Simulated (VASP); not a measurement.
Band structure of ZrS (relaxed from the CsCl type structure, space group Pm-3m). Method: PBEsol GGA, VASP's PBE PAW potentials (set 64) (plane waves; VASP 6.6.1).

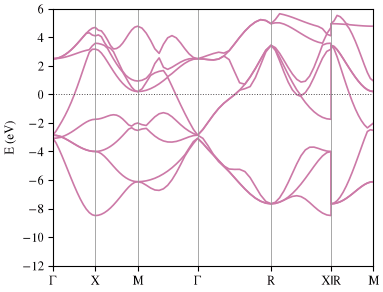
Bands along high-symmetry lines, zero at the valence-band maximum or, without a gap, the Fermi level

Q: Read the plot: is there a gap, and where are the band edges?

A: It has no gap at this level: it comes out as a metal or semimetal. (Edges off the drawn lines would not show.)

The structure was generated: ZrS was put into the CsCl type type (Pm-3m), which need not be its known phase. It was relaxed first, which changed the volume by -33 %.
